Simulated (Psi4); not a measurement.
**Run report: O2, frequency calculation (part 1 of 4)**

The run: frequency calculation of O2, multiplicity 3. Method and program: TPSS/6-31G, UKS (Psi4 1.11).

The geometry was optimised with TPSS/6-31G.

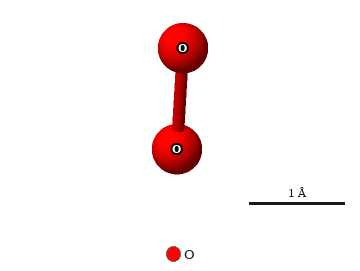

The input geometry (ball-and-stick view, seen at an oblique angle). Bond lengths as drawn: O–O 1.28 Å.

The input (o2.dat)
```
memory 1600 MB

molecule {
  0 3
  O      0.545054    -0.176339     0.280735
  O     -0.545054     0.176339    -0.280735
}

set {
  basis 6-31G
  reference uks
  t 600.0
  rotational_symmetry_number 2
}

frequencies("tpss")
print_variables()
```

Launched with:
```bash
psi4 -i o2.dat -o o2.out -n 1
```

What the program printed
```
Psi4 1.11 release

         ----------------------------------------------------------
                                   FINDIF
         ----------------------------------------------------------

  Using finite-differences of gradients to determine vibrational frequencies and
  normal modes. Resulting frequencies are only valid at stationary points.
    Generating geometries for use with 3-point formula.
    Displacement size will be 5.00e-03.
    Number of atoms is 2.
    Number of irreps is 8.
    Number of SALCs is 3.
    Translations projected? 1. Rotations projected? 0.
    Index of SALCs per irrep:
      1 :  0
      2 :  1
      3 :  2
      4 :
      5 :
      6 :
      7 :
      8 :
    Number of SALCs per irrep:
      Irrep 1: 1
      Irrep 2: 1
      Irrep 3: 1
      Irrep 4: 0
      Irrep 5: 0
      Irrep 6: 0
      Irrep 7: 0
      Irrep 8: 0
    Number of geometries (including reference) is 5.
    Number of displacements per irrep:
      Irrep 1: 2
      Irrep 2: 1
      Irrep 3: 1
      Irrep 4: 0
      Irrep 5: 0
      Irrep 6: 0
      Irrep 7: 0
      Irrep 8: 0
 5 displacements needed ...

  //>>>>>>>>>>>>>>>>>>>>>>>>>>>>>>>>>>>//
  //    FiniteDifference Computations  //
  //<<<<<<<<<<<<<<<<<<<<<<<<<<<<<<<<<<<//

    -----------------------------------------------------------------------
                               Psi4 1.11 release

    h
    h
    h

    -----------------------------------------------------------------------

    Memory:     1.5 GiB
    Threads:    1
                ecpint, einsums, f̶o̶r̶t̶e̶, gauxc, gcp, g̶d̶m̶a̶, geometric, g̶p̶u̶_̶d̶f̶c̶c̶,
                i̶n̶t̶e̶g̶r̶a̶t̶o̶r̶x̶x̶, i̶p̶i̶, libefp, m̶d̶i̶, m̶p̶2̶d̶, m̶r̶c̶c̶, ooo,
                o̶p̶e̶n̶f̶e̶r̶m̶i̶o̶n̶p̶s̶i̶4̶, pcmsolver, p̶s̶i̶4̶f̶o̶c̶k̶c̶i̶, p̶s̶i̶x̶a̶s̶,
                p̶y̶e̶i̶n̶s̶u̶m̶s̶, r̶e̶s̶p̶, s̶i̶m̶i̶n̶t̶, s̶n̶s̶m̶p̶2̶,
                v̶2̶r̶d̶m̶_̶c̶a̶s̶s̶c̶f̶

gradient() will perform analytic gradient computation.

   => Loading Basis Set <=

    Name: 6-31G
    Role: ORBITAL
    Keyword: BASIS

         ---------------------------------------------------------
                                   SCF
                              UKS Reference
                        1 Threads,   1525 MiB Core
         ---------------------------------------------------------

  ==> Geometry <==

    Molecular point group: d2h
    Full point group: D_inf_h

    Geometry (in Bohr), charge = 0, multiplicity = 3:

       Center              X                  Y                   Z               Mass
    ------------   -----------------  -----------------  -----------------  -----------------
         O            1.205567434378     0.000000000000     0.000000000000    15.994914619570
         O           -1.205567434378    -0.000000000000     0.000000000000    15.994914619570

  Running in d2h symmetry.

  Rotational constants: A = ************  B =      1.29479  C =      1.29479 [cm^-1]
  Rotational constants: A = ************  B =  38816.82378  C =  38816.82378 [MHz]
  Nuclear repulsion =   26.543517257921827

  Charge       = 0
  Multiplicity = 3
  Electrons    = 16
  Nalpha       = 9
  Nbeta        = 7

  ==> Algorithm <==

  SCF Algorithm Type is DF.
  DIIS enabled.
  MOM disabled.
  Fractional occupation disabled.
  Guess Type is SAD.
  Energy threshold   = 1.00e-08
  Density threshold  = 1.00e-08
  Integral threshold = 1.00e-12

  ==> Primary Basis <==

  Basis Set: 6-31G
    Blend: 6-31G
    Number of shells: 10
    Number of basis functions: 18
    Number of Cartesian functions: 18
    Spherical Harmonics?: false
    Max angular momentum: 1

  ==> DFT Potential <==

   => LibXC <=

    Version 7.1.2

   => Composite Functional: TPSS <=

    TPSS Meta-GGA XC Functional

    Deriv               =              1
    GGA                 =           TRUE
    Meta                =           TRUE

    Exchange Hybrid     =          FALSE
    MP2 Hybrid          =          FALSE

   => Exchange Functionals <=

    1.0000   XC_MGGA_X_TPSS

   => Correlation Functionals <=

    1.0000   XC_MGGA_C_TPSS

   => LibXC Density Thresholds  <==

    XC_MGGA_C_TPSS:  1.00E-15
    XC_MGGA_X_TPSS:  1.00E-15

   => Molecular Quadrature <=

    Radial Scheme          =       TREUTLER
    Pruning Scheme         =           NONE
    Nuclear Scheme         =       TREUTLER

    Blocking Scheme        =         OCTREE
    BS radius alpha        =              1
    Pruning alpha          =              1
    Radial Points          =             75
    Spherical Points       =            302
    Total Points           =          41838
    Total Blocks           =            382
    Max Points             =            248
    Max Functions          =             18
    Weights Tolerance      =       1.00E-15

   => Loading Basis Set <=

    Name: (6-31G AUX)
    Role: JKFIT
    Keyword: DF_BASIS_SCF

  ==> Integral Setup <==

  DFHelper Memory: AOs need 0.001 GiB; user supplied 1.066 GiB.
  SCF_SUBTYPE=INCORE selected. In-core MEM_DF algorithm will be used.
  Using in-core AOs.

  ==> MemDFJK: Density-Fitted J/K Matrices <==

    J tasked:                   Yes
    K tasked:                    No
    wK tasked:                   No
    Memory [MiB]:              1091
    Algorithm:                 Core
    Schwarz Cutoff:           1E-12
    Mask sparsity (%):       0.0000
    Fitting Condition:        1E-10

   => Auxiliary Basis Set <=

  Basis Set: (6-31G AUX)
    Blend: CC-PVDZ-JKFIT
    Number of shells: 48
    Number of basis functions: 162
    Number of Cartesian functions: 162
    Spherical Harmonics?: false
    Max angular momentum: 3

  Cached 100.0% of DFT collocation blocks in 0.051 [GiB].

  Minimum eigenvalue in the overlap matrix is 4.6785117443E-02.
  Reciprocal condition number of the overlap matrix is 1.7739099287E-02.
    Using symmetric orthogonalization.

  ==> Pre-Iterations <==

  SCF Guess: Superposition of Atomic Densities via on-the-fly atomic UHF (no occupation information).

   -------------------------
    Irrep   Nso     Nmo
   -------------------------
     Ag         5       5
     B1g        2       2
     B2g        2       2
     B3g        0       0
     Au         0       0
     B1u        2       2
     B2u        2       2
     B3u        5       5
   -------------------------
    Total      18      18
   -------------------------

  ==> Iterations <==

                           Total Energy        Delta E     RMS |[F,P]|

   @DF-UKS iter SAD:  -149.92306984151409   -1.49923e+02   0.00000e+00
   @DF-UKS iter   1:  -150.28375943275304   -3.60690e-01   2.11608e-02 DIIS/ADIIS
   @DF-UKS iter   2:  -150.29384499810661   -1.00856e-02   1.34415e-02 DIIS/ADIIS
   @DF-UKS iter   3:  -150.29845874304087   -4.61374e-03   2.81080e-03 DIIS/ADIIS
   @DF-UKS iter   4:  -150.29868585255932   -2.27110e-04   2.61755e-04 DIIS/ADIIS
   @DF-UKS iter   5:  -150.29868888667022   -3.03411e-06   5.12480e-06 DIIS
   @DF-UKS iter   6:  -150.29868888770804   -1.03782e-09   3.05600e-07 DIIS
   @DF-UKS iter   7:  -150.29868888771321   -5.17275e-12   1.95188e-08 DIIS
   @DF-UKS iter   8:  -150.29868888771327   -5.68434e-14   7.53758e-10 DIIS
  Energy and wave function converged.

  ==> Post-Iterations <==

   Electrons on quadrature grid:
      Nalpha   =    8.9999994760 ; deviation = -5.240e-07
      Nbeta    =    6.9999997776 ; deviation = -2.224e-07
      Ntotal   =   15.9999992536 ; deviation = -7.464e-07

   @Spin Contamination Metric:   4.199142182E-03
   @S^2 Expected:                2.000000000E+00
   @S^2 Observed:                2.004199142E+00
   @S   Expected:                1.000000000E+00
   @S   Observed:                1.000000000E+00

    Orbital Energies [Eh]
    ---------------------

    Alpha Occupied:

       1B3u  -19.063624     1Ag   -19.063455     2Ag    -1.207299
       2B3u   -0.785741     1B2u   -0.485095     1B1u   -0.485095
       3Ag    -0.480452     1B1g   -0.272745     1B2g   -0.272745

    Alpha Virtual:

       3B3u    0.059999     2B1u    0.748582     2B2u    0.748582
       4B3u    0.761851     4Ag     0.843627     2B2g    0.868026
       2B1g    0.868026     5Ag     0.993195     5B3u    1.359735

    Beta Occupied:

       1B3u  -19.034420     1Ag   -19.034289     2Ag    -1.154752
       2B3u   -0.713515     3Ag    -0.449450     1B2u   -0.405013
       1B1u   -0.405013

    Beta Virtual:

       1B1g   -0.176052     1B2g   -0.176052     3B3u    0.101648
       4B3u    0.784144     2B1u    0.806440     2B2u    0.806440
       4Ag     0.876845     2B2g    0.924842     2B1g    0.924842
       5Ag     1.019041     5B3u    1.405058

    Final Occupation by Irrep:
             Ag   B1g   B2g   B3g    Au   B1u   B2u   B3u
    DOCC [     3,    0,    0,    0,    0,    1,    1,    2 ]
    SOCC [     0,    1,    1,    0,    0,    0,    0,    0 ]
    NA   [     3,    1,    1,    0,    0,    1,    1,    2 ]
    NB   [     3,    0,    0,    0,    0,    1,    1,    2 ]

  @DF-UKS Final Energy:  -150.29868888771327

   => Energetics <=

    Nuclear Repulsion Energy =             26.5435172579218275
    One-Electron Energy =                -258.7218890889687941
    Two-Electron Energy =                  98.8989990494988547
    DFT Exchange-Correlation Energy =     -17.0193161061651530
    Empirical Dispersion Energy =           0.0000000000000000
    VV10 Nonlocal Energy =                  0.0000000000000000
    Total Energy =                       -150.2986888877132685

  UHF NO Occupations:
  HONO-2 :    1B1u 1.9992746
  HONO-1 :    1B2g 1.0000000
  HONO-0 :    1B1g 1.0000000
  LUNO+0 :    2B1u 0.0007254
  LUNO+1 :    2B2u 0.0007254
  LUNO+2 :    3B3u 0.0005133
  LUNO+3 :    4 Ag 0.0001134

Computation Completed

Properties will be evaluated at   0.000000,   0.000000,   0.000000 [a0]

Properties computed using the SCF density matrix

 Multipole Moments:

 ------------------------------------------------------------------------------------
     Multipole            Electronic (a.u.)      Nuclear  (a.u.)        Total (a.u.)
 ------------------------------------------------------------------------------------

 L = 1.  Multiply by 2.5417464519 to convert [e a0] to [Debye]
 Dipole X            :          0.0000000            0.0000000            0.0000000
 Dipole Y            :          0.0000000            0.0000000            0.0000000
 Dipole Z            :          0.0000000            0.0000000            0.0000000
 Magnitude           :                                                    0.0000000

 ------------------------------------------------------------------------------------

	total time  =          1 seconds =       0.02 minutes

         ------------------------------------------------------------
                                   SCF GRAD
         ------------------------------------------------------------

  ==> Geometry <==

    Molecular point group: d2h
    Full point group: D_inf_h

    Geometry (in Bohr), charge = 0, multiplicity = 3:

       Center              X                  Y                   Z               Mass
    ------------   -----------------  -----------------  -----------------  -----------------
         O            1.205567434378     0.000000000000     0.000000000000    15.994914619570
         O           -1.205567434378    -0.000000000000     0.000000000000    15.994914619570

  Nuclear repulsion =   26.543517257921827

  ==> Basis Set <==

  Basis Set: 6-31G
    Blend: 6-31G
    Number of shells: 10
    Number of basis functions: 18
    Number of Cartesian functions: 18
    Spherical Harmonics?: false
    Max angular momentum: 1

  ==> DFJKGrad: Density-Fitted SCF Gradients <==

    Gradient:                    1
    J tasked:                  Yes
    K tasked:                   No
    wK tasked:                  No
    Integrals threads:           1
    Memory [MiB]:             1144
    Schwarz Cutoff:          1E-12
    Fitting Condition:       1E-10

   => Auxiliary Basis Set <=

  Basis Set: (6-31G AUX)
    Blend: CC-PVDZ-JKFIT
    Number of shells: 48
    Number of basis functions: 162
    Number of Cartesian functions: 162
    Spherical Harmonics?: false
    Max angular momentum: 3

   => Molecular Quadrature <=

    Radial Scheme          =       TREUTLER
    Pruning Scheme         =           NONE
    Nuclear Scheme         =       TREUTLER

    Blocking Scheme        =         OCTREE
    BS radius alpha        =              1
    Pruning alpha          =              1
    Radial Points          =             75
    Spherical Points       =            302
    Total Points           =          41838
    Total Blocks           =            382
    Max Points             =            248
    Max Functions          =             18
    Weights Tolerance      =       1.00E-15

  -Total Gradient:
     Atom            X                  Y                   Z
    ------   -----------------  -----------------  -----------------
       1       -0.000191908036    -0.000000000000     0.000000000000
       2        0.000191908036     0.000000000000     0.000000000000

	total time  =          0 seconds =       0.00 minutes

    Psi4 run time: 0:00:01.73

    -----------------------------------------------------------------------
                               Psi4 1.11 release

    h
    h
    h

    -----------------------------------------------------------------------

    Memory:     1.5 GiB
    Threads:    1
                ecpint, einsums, f̶o̶r̶t̶e̶, gauxc, gcp, g̶d̶m̶a̶, geometric, g̶p̶u̶_̶d̶f̶c̶c̶,
                i̶n̶t̶e̶g̶r̶a̶t̶o̶r̶x̶x̶, i̶p̶i̶, libefp, m̶d̶i̶, m̶p̶2̶d̶, m̶r̶c̶c̶, ooo,
                o̶p̶e̶n̶f̶e̶r̶m̶i̶o̶n̶p̶s̶i̶4̶, pcmsolver, p̶s̶i̶4̶f̶o̶c̶k̶c̶i̶, p̶s̶i̶x̶a̶s̶,
                p̶y̶e̶i̶n̶s̶u̶m̶s̶, r̶e̶s̶p̶, s̶i̶m̶i̶n̶t̶, s̶n̶s̶m̶p̶2̶,
                v̶2̶r̶d̶m̶_̶c̶a̶s̶s̶c̶f̶

gradient() will perform analytic gradient computation.

  ==> Geometry <==

    Molecular point group: d2h
    Full point group: D_inf_h

    Geometry (in Bohr), charge = 0, multiplicity = 3:

       Center              X                  Y                   Z               Mass
    ------------   -----------------  -----------------  -----------------  -----------------
         O            1.204683410403     0.000000000000     0.000000000000    15.994914619570
         O           -1.204683410403    -0.000000000000     0.000000000000    15.994914619570

  Running in d2h symmetry.

  Rotational constants: A = ************  B =      1.29669  C =      1.29669 [cm^-1]
  Rotational constants: A = ************  B =  38873.81401  C =  38873.81401 [MHz]
  Nuclear repulsion =   26.562995492150556

  Charge       = 0
  Multiplicity = 3
  Electrons    = 16
  Nalpha       = 9
  Nbeta        = 7

   => Molecular Quadrature <=

    Radial Scheme          =       TREUTLER
    Pruning Scheme         =           NONE
    Nuclear Scheme         =       TREUTLER

    Blocking Scheme        =         OCTREE
    BS radius alpha        =              1
    Pruning alpha          =              1
    Radial Points          =             75
    Spherical Points       =            302
    Total Points           =          41838
    Total Blocks           =            382
    Max Points             =            247
    Max Functions          =             18
    Weights Tolerance      =       1.00E-15

   => Auxiliary Basis Set <=

  Basis Set: (6-31G AUX)
    Blend: CC-PVDZ-JKFIT
    Number of shells: 48
    Number of basis functions: 162
    Number of Cartesian functions: 162
    Spherical Harmonics?: false
    Max angular momentum: 3

  Cached 100.0% of DFT collocation blocks in 0.051 [GiB].

  Minimum eigenvalue in the overlap matrix is 4.6654346553E-02.
  Reciprocal condition number of the overlap matrix is 1.7684840670E-02.
    Using symmetric orthogonalization.

  ==> Iterations <==

                           Total Energy        Delta E     RMS |[F,P]|
```
